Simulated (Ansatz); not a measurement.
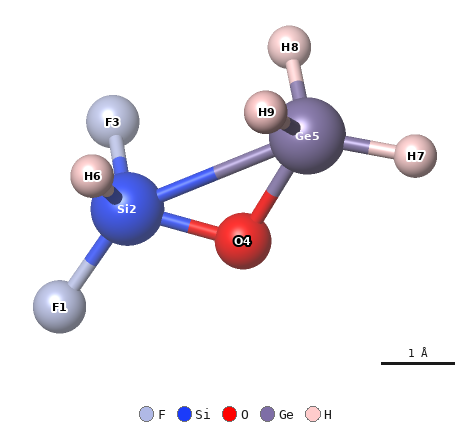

**Figure 1.** The structure as given in the input (ball-and-stick view, seen at a tilt; atoms are numbered from 1 in the order of the input). Sticks mark near contacts. Bond lengths as drawn: F–Si 1.68 to 1.71 Å, Ge–H 1.52 to 1.61 Å, Ge–O 1.84 Å, Ge–Si 2.79 Å, H–Si 1.48 Å and O–Si 1.66 Å.

GeSiH$_{4}$OF$_{2}$: geometry relaxation (part 1 of 2)

System: GeSiH$_{4}$OF$_{2}$.
Method: RKS PBE-D4/def2-SVP (Ansatz 0.2.0).

The geometry: force-field start. Figures and captions count atoms from 1; the log counts them from 0 in places.

## The input
```yaml
crystal:
  periodic: [false, false, false]
  atoms:
    - {symbol: F, position_ang: [2.698200, 0.016700, -1.313400]}
    - {symbol: Si, position_ang: [1.342600, -0.134900, -0.274300]}
    - {symbol: F, position_ang: [1.308400, -1.713600, 0.296600]}
    - {symbol: O, position_ang: [-0.041100, 0.193000, -1.127900]}
    - {symbol: Ge, position_ang: [-1.405400, 0.175300, 0.100000]}
    - {symbol: H, position_ang: [1.503400, 0.825100, 0.846200]}
    - {symbol: H, position_ang: [-2.743600, 0.457000, -0.564100]}
    - {symbol: H, position_ang: [-1.433800, -1.180400, 0.815900]}
    - {symbol: H, position_ang: [-1.140200, 1.315600, 1.204000]}
basis:
  gaussian: {orbitals: def2-SVP}
hamiltonian: {xc: pbe, dispersion: d4}
relax: {f_tol: 0.03, max_steps: 200}
```

Run on 4 threads of Arm Neoverse N1, 23 GiB of memory available, shared host.

Launch command:
```bash
ansatz run in.yaml --threads 4 --pin off --events-out ev --progress --plain --max-ram 10444MiB
```

## The program's output
```
Functional definition: PBE
  name "PBE"
  cite "Perdew, Burke & Ernzerhof, Phys. Rev. Lett. 77, 3865 (1996) doi:10.1103/PhysRevLett.77.3865"
  parent pbe
  parameter kappa = 0.804
  parameter beta = 0.06672455060314922
  exchange = pbe_x(kappa = kappa, mu = beta*pi^2/3)
  correlation = pbe_c(beta = beta)
1218 factors; their error is unknown
mean field evaluation 1: about -71902.8762 eV, gradient 6.9e1 eV
mean field evaluation 2: about -71860.2052 eV, gradient 1.6e2 eV
mean field evaluation 4: about -71910.1464 eV, gradient 1.4e1 eV
mean field evaluation 8: about -71910.4529 eV, gradient 2.5e-1 eV
mean field evaluation 16: about -71910.3682 eV, gradient 1.4e-4 eV
mean field -71910.36824274 eV, -2642.6572903226 hartree, gradient 3.4e-5 eV, S^2 0.000000; 0 other end points of the search recorded, 0 dependent functions left out
the calculation of the forces begins
reference -71910.36827843 eV, -2642.6572916340 hartree; 38, 38 occupied and 74, 74 virtual orbitals, 1218 factors
relax step   1: F+E_penalty+E_count = -71910.55959045 eV  Δ(F+E_penalty+E_count) = +0.000e0 eV  max|allowed force component| = 2.362e0 eV/Å  Δτ_max = 0.0000 Å  (27 SCF iters, accepted)
these checks for a lower state are left out or cut short: starts, cluster_reference, orbital_swaps, neighbouring_geometries, increment
1218 factors; their error is unknown
mean field -71910.66430408 eV, -2642.6681703761 hartree, gradient 8.4e-6 eV, S^2 0.000000; 0 other end points of the search recorded, 0 dependent functions left out
[... from here on the field's lines of each further geometry are left out, up to the last ...]
relax step   2: F+E_penalty+E_count = -71910.85410336 eV  Δ(F+E_penalty+E_count) = -2.945e-1 eV  max|allowed force component| = 1.288e0 eV/Å  Δτ_max = 0.1456 Å  (30 SCF iters, accepted)
relax step   3: F+E_penalty+E_count = -71910.98338401 eV  Δ(F+E_penalty+E_count) = -1.293e-1 eV  max|allowed force component| = 6.085e-1 eV/Å  Δτ_max = 0.1489 Å  (29 SCF iters, accepted)
relax step   4: F+E_penalty+E_count = -71911.02966844 eV  Δ(F+E_penalty+E_count) = -4.628e-2 eV  max|allowed force component| = 4.648e-1 eV/Å  Δτ_max = 0.2000 Å  (34 SCF iters, accepted)
relax step   5: F+E_penalty+E_count = -71911.04592229 eV  Δ(F+E_penalty+E_count) = -1.625e-2 eV  max|allowed force component| = 2.155e-1 eV/Å  Δτ_max = 0.1370 Å  (29 SCF iters, accepted)
relax step   6: F+E_penalty+E_count = -71911.04913130 eV  Δ(F+E_penalty+E_count) = -3.209e-3 eV  max|allowed force component| = 2.755e-2 eV/Å  Δτ_max = 0.0517 Å  (28 SCF iters, accepted)
relax step   7: F+E_penalty+E_count = -71911.05012524 eV  Δ(F+E_penalty+E_count) = -9.939e-4 eV  max|allowed force component| = 1.022e-1 eV/Å  Δτ_max = 0.0524 Å  (28 SCF iters, accepted)
relax step   8: F+E_penalty+E_count = -71911.04937112 eV  Δ(F+E_penalty+E_count) = +7.541e-4 eV  max|allowed force component| = 3.240e-1 eV/Å  Δτ_max = 0.1369 Å  (29 SCF iters, rejected (line search))
relax step   9: F+E_penalty+E_count = -71911.05235994 eV  Δ(F+E_penalty+E_count) = -2.235e-3 eV  max|allowed force component| = 1.304e-1 eV/Å  Δτ_max = 0.0669 Å  (28 SCF iters, accepted)
relax step  10: F+E_penalty+E_count = -71911.05411819 eV  Δ(F+E_penalty+E_count) = -1.758e-3 eV  max|allowed force component| = 2.535e-1 eV/Å  Δτ_max = 0.0975 Å  (28 SCF iters, accepted)
relax step  11: F+E_penalty+E_count = -71911.05628644 eV  Δ(F+E_penalty+E_count) = -2.168e-3 eV  max|allowed force component| = 2.575e-1 eV/Å  Δτ_max = 0.0472 Å  (28 SCF iters, accepted)
relax step  12: F+E_penalty+E_count = -71911.06165853 eV  Δ(F+E_penalty+E_count) = -5.372e-3 eV  max|allowed force component| = 2.737e-1 eV/Å  Δτ_max = 0.0932 Å  (28 SCF iters, accepted)
relax step  13: F+E_penalty+E_count = -71911.06345221 eV  Δ(F+E_penalty+E_count) = -1.794e-3 eV  max|allowed force component| = 5.560e-1 eV/Å  Δτ_max = 0.1862 Å  (35 SCF iters, accepted)
relax step  14: F+E_penalty+E_count = -71911.07234820 eV  Δ(F+E_penalty+E_count) = -8.896e-3 eV  max|allowed force component| = 3.651e-1 eV/Å  Δτ_max = 0.0401 Å  (29 SCF iters, accepted)
relax step  15: F+E_penalty+E_count = -71911.08773771 eV  Δ(F+E_penalty+E_count) = -1.539e-2 eV  max|allowed force component| = 2.918e-1 eV/Å  Δτ_max = 0.2000 Å  (33 SCF iters, accepted)
relax step  16: F+E_penalty+E_count = -71911.10044624 eV  Δ(F+E_penalty+E_count) = -1.271e-2 eV  max|allowed force component| = 1.306e-1 eV/Å  Δτ_max = 0.1998 Å  (33 SCF iters, accepted)
relax step  17: F+E_penalty+E_count = -71911.10377435 eV  Δ(F+E_penalty+E_count) = -3.328e-3 eV  max|allowed force component| = 2.578e-2 eV/Å  Δτ_max = 0.0682 Å  (28 SCF iters, accepted)
relax step  18: F+E_penalty+E_count = -71911.10093037 eV  Δ(F+E_penalty+E_count) = +2.844e-3 eV  max|allowed force component| = 3.017e-1 eV/Å  Δτ_max = 0.1218 Å  (27 SCF iters, rejected (line search))
relax step  19: F+E_penalty+E_count = -71911.10479755 eV  Δ(F+E_penalty+E_count) = -1.023e-3 eV  max|allowed force component| = 4.289e-2 eV/Å  Δτ_max = 0.0606 Å  (28 SCF iters, accepted)
relax step  20: F+E_penalty+E_count = -71911.10507756 eV  Δ(F+E_penalty+E_count) = -2.800e-4 eV  max|allowed force component| = 4.601e-2 eV/Å  Δτ_max = 0.0356 Å  (28 SCF iters, accepted)
relax step  21: F+E_penalty+E_count = -71911.10543787 eV  Δ(F+E_penalty+E_count) = -3.603e-4 eV  max|allowed force component| = 5.966e-2 eV/Å  Δτ_max = 0.0321 Å  (29 SCF iters, accepted)
relax step  22: F+E_penalty+E_count = -71911.10575465 eV  Δ(F+E_penalty+E_count) = -3.168e-4 eV  max|allowed force component| = 4.049e-2 eV/Å  Δτ_max = 0.0164 Å  (29 SCF iters, accepted)
the calculation of the forces begins
reference -71910.91314061 eV, -2642.6773149499 hartree; 38, 38 occupied and 74, 74 virtual orbitals, 1218 factors
relax step  23: F+E_penalty+E_count = -71911.10585683 eV  Δ(F+E_penalty+E_count) = -1.022e-4 eV  max|allowed force component| = 2.075e-2 eV/Å  Δτ_max = 0.0128 Å  (29 SCF iters, accepted)
1218 factors; their error is unknown
mean field evaluation 192: about -71910.9131 eV, gradient 2.4e-3 eV
```

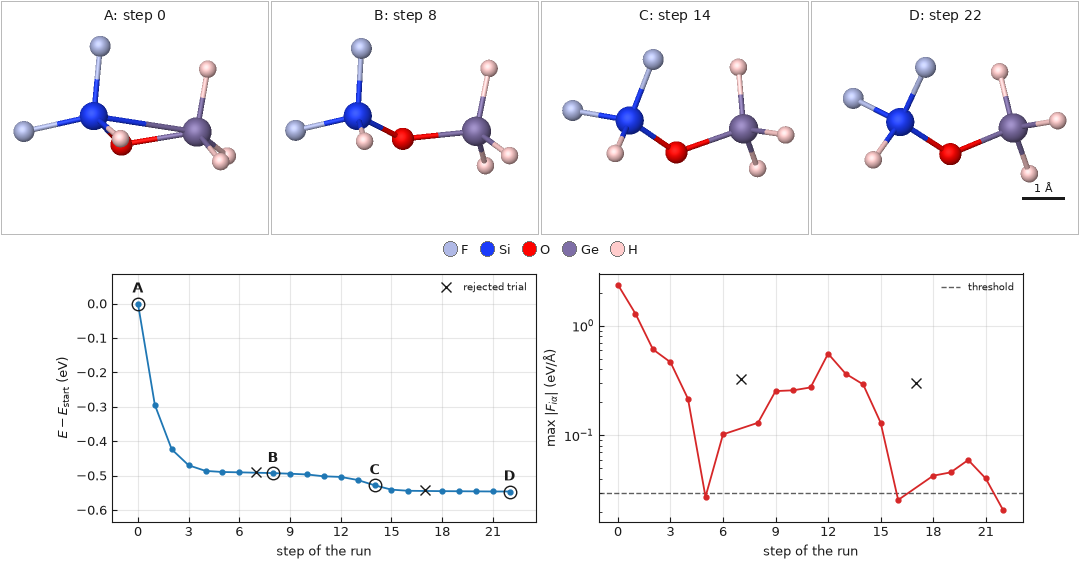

**Figure 2.** Frames of the relaxation (ball-and-stick view, seen at a tilt) above the curves, on which the letters mark them (the first geometry is step 0 here and step 1 in the log).

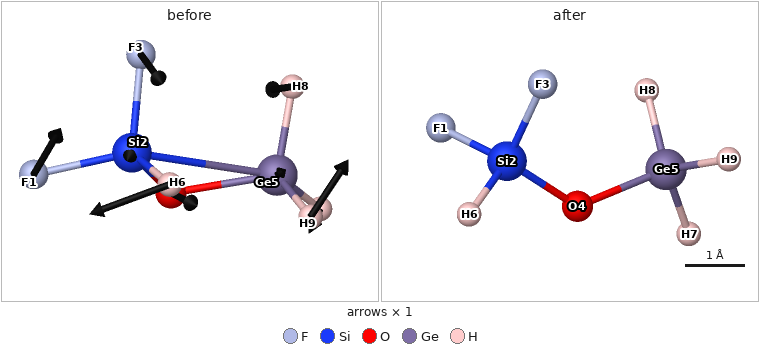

**Figure 3.** Before (left) and after (right) the relaxation, at one scale (ball-and-stick view, seen at a tilt). The black arrows give the displacements, at true length. The atom that moves furthest after the best rigid fit is H6 (1.46 Å). Largest moves by element: H 1.46 Å, F 1.24 Å, O 0.95 Å, Si 0.30 Å, Ge 0.21 Å. Among the contacts that change: Si2–Ge5 2.791 → 3.152 Å, F1–Si2 1.715 → 1.626 Å, Ge5–H9 1.609 → 1.548 Å, Si2–F3 1.679 → 1.631 Å. Among the angles that change: Si2–O4–Ge5 105.9° → 131.4°, O4–Ge5–H7 111.1° → 104.5°, H7–Ge5–H9 108.3° → 112.3°. After 22 geometry steps the energy has fallen by 0.546 eV. The largest force component goes from 2.4 to 0.021 eV/Å. The line search rejected the trial steps at points 7, 17 (counted from 0) and went back. (Atoms are counted from 1 in the order of the input.)

```
mean field -71910.91310304 eV, -2642.6773135693 hartree, gradient 2.5e-5 eV, S^2 0.000000; 1 other end points of the search recorded, 0 dependent functions left out
the calculation of the forces begins
reference -71910.91314061 eV, -2642.6773149499 hartree; 38, 38 occupied and 74, 74 virtual orbitals, 1218 factors
Total energy: -71911.10589439 eV, -2642.6843985207 hartree
Atom 0 at     1.875400    -0.939205    -1.438390 Å, force    -0.004966     0.008217     0.014215 eV/Å
Atom 1 at     1.550795     0.018904    -0.165175 Å, force     0.007862    -0.020747    -0.001902 eV/Å
Atom 2 at     1.560465    -0.961237     1.138397 Å, force    -0.001404     0.012454    -0.016013 eV/Å
Atom 3 at     0.074386     0.714919    -0.313844 Å, force     0.003899    -0.001961     0.002629 eV/Å
Atom 4 at    -1.585778     0.119483     0.125212 Å, force    -0.004657    -0.001266    -0.003666 eV/Å
Atom 5 at     2.612496     1.046320    -0.045353 Å, force     0.003923     0.002980     0.001282 eV/Å
Atom 6 at    -2.541444     0.965132    -0.745125 Å, force    -0.000858    -0.000227     0.004732 eV/Å
Atom 7 at    -1.673233    -1.390283    -0.210492 Å, force    -0.000771    -0.002886    -0.002055 eV/Å
Atom 8 at    -1.784588     0.379767     1.637770 Å, force    -0.003029     0.003435     0.000778 eV/Å
Dipole moment:    -0.354043     0.155162     0.093289 e Å
```

## Trajectory as extended XYZ (Å, eV, eV/Å), 23 frames, from step=1 to step=23
```
9
Properties=species:S:1:pos:R:3:forces:R:3 step=1 energy=-71910.55959
F     2.6982    0.0167   -1.3134   -2.0648  -0.3338   1.5221
Si    1.3426   -0.1349   -0.2743    2.3616  -0.9425  -1.4252
F     1.3084   -1.7136    0.2966    0.1352   1.5173  -0.5486
O    -0.0411    0.1930   -1.1279   -0.0074  -0.2098   0.5039
Ge   -1.4054    0.1753    0.1000   -0.4190   0.8029   0.8694
H     1.5034    0.8251    0.8462    0.1406  -0.1322   0.1245
H    -2.7436    0.4570   -0.5641   -0.2070   0.0843  -0.4639
H    -1.4338   -1.1804    0.8159    0.0776  -0.2810   0.0260
H    -1.1402    1.3156    1.2040   -0.0169  -0.5051  -0.6083
9
Properties=species:S:1:pos:R:3:forces:R:3 step=2 energy=-71910.85410
F     2.6280    0.0207   -1.3864   -1.2877  -0.1511   1.1246
Si    1.3925   -0.1295   -0.2624    1.0250  -0.6078  -1.2043
F     1.4354   -1.6909    0.2907    0.0081   0.9201  -0.3191
O    -0.0652    0.1690   -1.0117    0.3115  -0.1521   0.5582
Ge   -1.4896    0.1890    0.1544   -0.0998   0.1472  -0.2077
H     1.6392    0.7880    0.8833    0.0812  -0.0478  -0.0134
H    -2.7570    0.4904   -0.6874    0.1608  -0.0352   0.0228
H    -1.5159   -1.2041    0.8261   -0.0922  -0.0011   0.0462
H    -1.1791    1.3212    1.1764   -0.1070  -0.0722  -0.0073
9
Properties=species:S:1:pos:R:3:forces:R:3 step=3 energy=-71910.98338
F     2.5746    0.0165   -1.4306    0.0301   0.0614  -0.1451
Si    1.4559   -0.1352   -0.2752   -0.4124   0.0968  -0.0809
F     1.5458   -1.6637    0.2660   -0.0126  -0.0872   0.0142
O    -0.0507    0.1512   -0.9264    0.2137  -0.0830   0.6085
Ge   -1.5303    0.1974    0.1721    0.0113  -0.1338  -0.4211
H     1.7853    0.7617    0.8708   -0.0006   0.0052  -0.0831
H    -2.7277    0.4988   -0.7709    0.1629  -0.0276   0.0817
H    -1.6552   -1.1882    0.8642   -0.0054   0.0624  -0.0477
H    -1.3092    1.3153    1.2130    0.0129   0.1058   0.0733
9
Properties=species:S:1:pos:R:3:forces:R:3 step=4 energy=-71911.02967
F     2.4701    0.0269   -1.5404   -0.0604  -0.0207   0.1151
Si    1.5015   -0.1449   -0.2480    0.4304   0.0016  -0.0386
F     1.6709   -1.6719    0.2803    0.0282  -0.0244   0.0078
O    -0.0327    0.1182   -0.7300    0.0703   0.0183  -0.3764
Ge   -1.5747    0.1933    0.1734   -0.4648   0.0410   0.3206
H     1.9330    0.7802    0.8338    0.0568  -0.0088  -0.0061
H    -2.6636    0.5330   -0.8686    0.0361   0.0010  -0.0029
H    -1.8014   -1.1879    0.8381   -0.0370   0.0002  -0.0074
H    -1.4146    1.3070    1.2443   -0.0596  -0.0082  -0.0119
9
Properties=species:S:1:pos:R:3:forces:R:3 step=5 energy=-71911.04592
F     2.4449   -0.0007   -1.5916    0.0011  -0.0017   0.0019
Si    1.5497   -0.1390   -0.2479   -0.2155  -0.0130   0.0316
F     1.7289   -1.6599    0.2972    0.0624  -0.0142   0.0061
O    -0.0204    0.1181   -0.6493    0.0007   0.0438   0.0500
Ge   -1.6222    0.1920    0.1996    0.1589  -0.0298  -0.1026
H     2.0613    0.7973    0.7889    0.0264  -0.0015  -0.0244
H    -2.6278    0.5554   -0.9153   -0.0042   0.0052   0.0252
H    -1.9017   -1.2027    0.8142   -0.0082   0.0186   0.0061
H    -1.5243    1.2933    1.2871   -0.0214  -0.0074   0.0062
```
